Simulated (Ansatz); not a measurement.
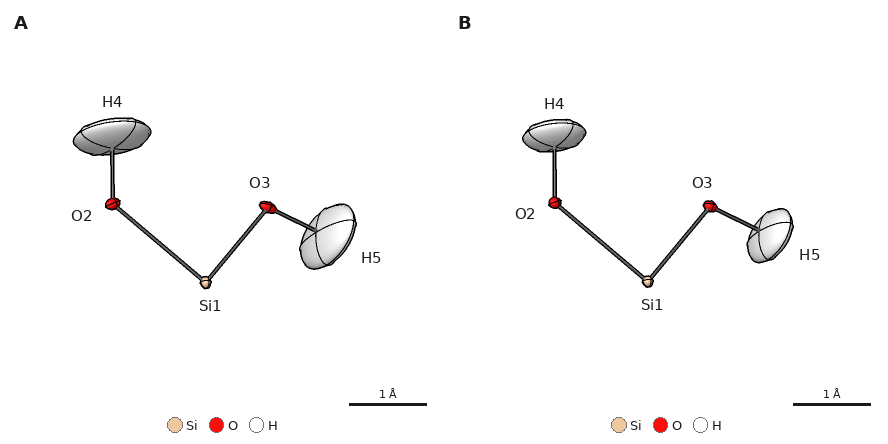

Displacement ellipsoids at the 50 % level, scaled by 1.5, from the internal vibrations of the free molecule (harmonic, no overall translation or rotation; no half-axis is drawn under 0.075 Å). Vibrations computed with RKS PBE0-D4/def2-TZVP (Ansatz 0.2.0). One panel is for 298 K, the other for 600 K.

### Which panel is for 600 K?

A.

### How much does the mean-square displacement of H4 grow, and why?

U_eq goes from 0.0229 to 0.0342 Å², a factor of 1.5. Modes below kT (417 cm⁻¹ at 600 K) grow about in proportion to T, and the lowest lies at 324 cm⁻¹; the mean-square amplitude of a mode is its zero-point value times coth(ħω/2kT), which comes close to 1 only above about 3kT.
